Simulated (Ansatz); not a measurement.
```sh
ansatz run in.yaml --threads 2 --pin off --events-out ev --progress --plain --max-ram 4352MiB
```

```yaml
crystal:
  periodic: [false, false, false]
  atoms:
    - {symbol: O, position_ang: [0.617682, -0.457110, 0.821215]}
    - {symbol: Si, position_ang: [0.063980, 0.338447, -0.516892]}
    - {symbol: H, position_ang: [0.660072, -1.413681, 0.776722]}
    - {symbol: H, position_ang: [-1.243461, -0.224977, -0.980453]}
    - {symbol: H, position_ang: [-0.098275, 1.757321, -0.100590]}
basis:
  gaussian: {orbitals: def2-TZVPP}
magnetization: {spin_polarized: true, initial_magnetization: 1}
hamiltonian: {xc: {name: B3LYP}, dispersion: d4}
```

What structure does this define?

It has 5 atoms: 3 hydrogen, 1 oxygen and 1 silicon (H3OSi). The point group is C1. It is an open-shell species. Coordination: 1 O bent; 1 Si trigonal pyramidal.

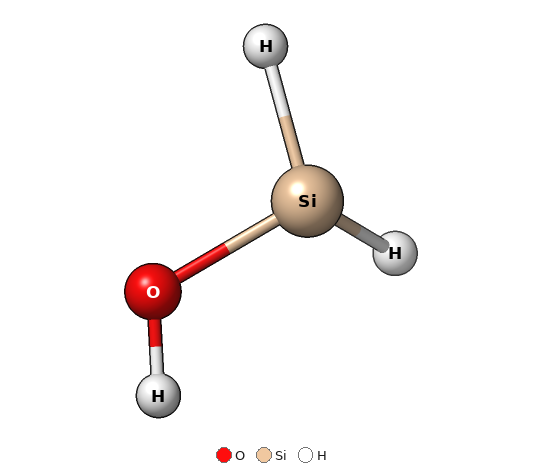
